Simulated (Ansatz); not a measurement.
## Electronic structure of Cl$_{3}$FHf···H$_{4}$OSi in real space

The calculation's input:

```
crystal:
  periodic: [false, false, false]
  atoms:
    - { symbol: Hf, position_ang: [0.0, 0.0, 0.0] }
    - { symbol: Cl, position_ang: [0.0, 0.0, 2.87] }
    - { symbol: Cl, position_ang: [2.3764, 0.0, -0.8392] }
    - { symbol: Cl, position_ang: [-1.1869, 2.0563, -0.8392] }
    - { symbol: F, position_ang: [-0.9326, -1.6157, -0.6593] }
    - { symbol: O, position_ang: [1.2429, 1.8744, 0.7473] }
    - { symbol: Si, position_ang: [2.6157, 1.7976, 1.7127] }
    - { symbol: H, position_ang: [3.0958, 0.4199, 1.7685] }
    - { symbol: H, position_ang: [3.6564, 2.6524, 1.149] }
    - { symbol: H, position_ang: [2.2896, 2.2536, 3.0608] }
    - { symbol: H, position_ang: [0.8691, 1.3107, 2.002] }
basis:
  gaussian: { orbitals: def2-SVP }
hamiltonian:
  xc: pbe
relax:
  f_tol: 0.15
  max_steps: 25
  restrain:
    - { distance: [0, 5], at: 3.27, k: 30.0 }
    - { distance: [10, 1], at: 2.57, k: 30.0 }
    - { distance: [0, 1], at: 2.52, k: 30.0 }
    - { distance: [10, 5], at: 1.01, k: 30.0 }
output:
  orbitals: {}
```

Run with:

```sh
ansatz run input.yaml --threads 4 --pin off --max-ram 5120MiB --backend cpu --events-out ev --progress --plain --runs-dir out
```

The fields are those of the run's last geometry, not of the input's.

Core potentials replace the inner electrons of Hf; not at a stationary point (largest force 1.4 eV/Å).

Method: RKS PBE/def2-SVP in Ansatz.

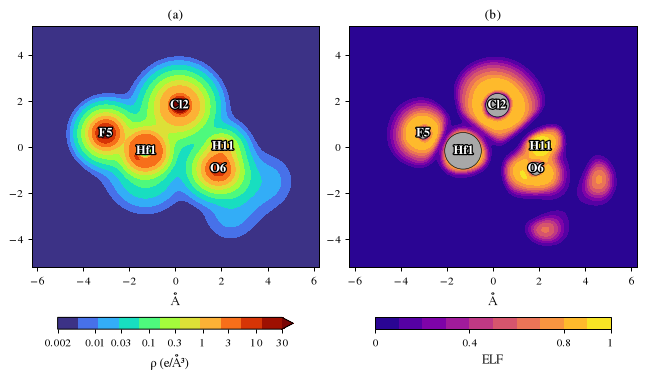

Figure 1. (a) electron density; (b) electron localisation function on the plane of atoms Cl2, Hf1 and F5. Grey discs cover the atomic cores in the ELF map.

### Describe what can be read from this map.

Atoms in the plane: Hf, Cl, F, O and H.
Hf1···O6 (3.26 Å): the density falls to about 0.05 e/Å³ on the way; the ELF dips to about 0 between them.
Hf–F (1.89 Å): the density is about 0.93 e/Å³ at the midpoint; the ELF peaks at about 0.85 in the valence shell of F, 0.5 Å from its nucleus, and drops to about 0.20 between the two atoms.
O–H (0.99 Å): ρ is about 3.4 e/Å³ halfway; the ELF climbs to about 1 towards the hydrogen, as it does in any bond to H; an ordinary covalent bond to hydrogen.
Hf–Cl (2.48 Å): ρ is about 0.45 e/Å³ halfway; the ELF peaks at about 0.85 in the valence shell of Cl, 0.9 Å from its nucleus, and is about 0.35 at the midpoint.
The ELF also peaks beside O6, away from the bonds: lone-pair regions.

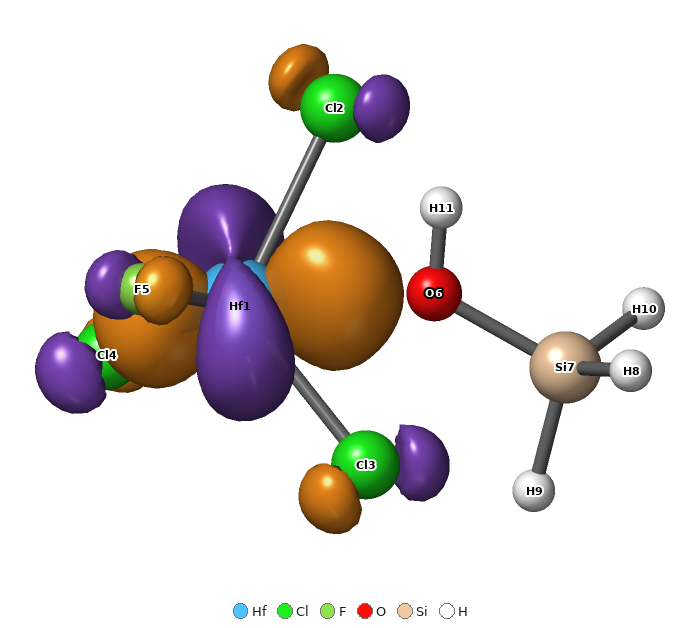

Figure 2. One frontier orbital at ±0.15 Å⁻³ᐟ² (orange and purple are the two phases), seen at an oblique angle.

### Which orbital is it: HOMO or LUMO?

The LUMO, at −2.82 eV. Its weight (Hirshfeld) is mainly on Hf1 (about 70 %), Cl4 (about 10 %), Cl3 (about 10 %) and Cl2 (about 5 %).

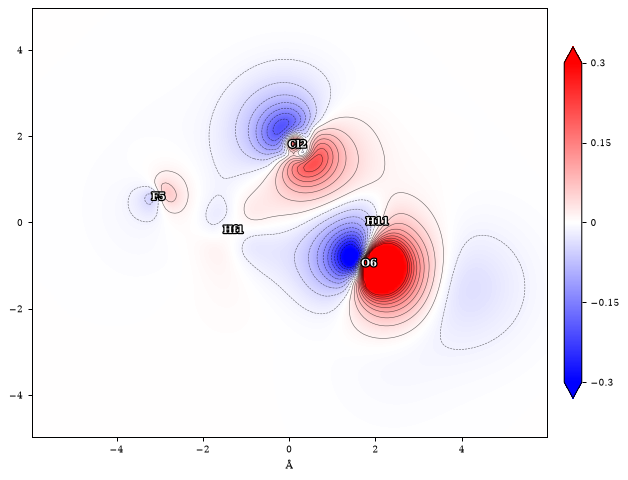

Figure 3. One frontier orbital on the plane of atoms Cl2, Hf1 and F5 (values in Å⁻³ᐟ²; the overall sign is arbitrary).

### Which orbital is it: HOMO or LUMO?

The HOMO, at −7.45 eV. By Hirshfeld shares it lies mainly on O6 (about 50 %), Si7 (about 15 %), H8 (about 15 %), H10 (about 10 %) and Cl2 (about 5 %).
